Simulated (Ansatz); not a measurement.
Level of theory: PBE (plane waves to 420 eV, PAW; Ansatz, an electronic-structure program).

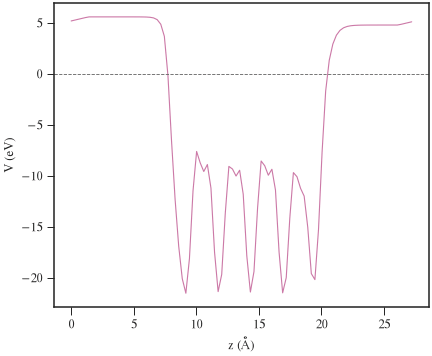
*Plane-averaged electrostatic potential energy along the normal, in eV from the Fermi level, for the (111) surface of rock-salt NbN (a high-symmetry phase, unstable at 0 K and held by its symmetry) in its 1x1 cell (cut with top plane Nb, bottom plane N), outermost plane spacing 1.28 Å in the ideal cut*

Model: 10-atom slab, N5Nb5, 11.5 Å thick at the start, 14x14x1 mesh, Fermi-Dirac 0.1 eV, dipole correction, all atoms relaxed; start symmetry kept, larger cells not searched; no spin, no spin-orbit, no U.

The vacuum level lies 4.77 eV above the Fermi level over the top face and 5.56 eV above it under the bottom face.
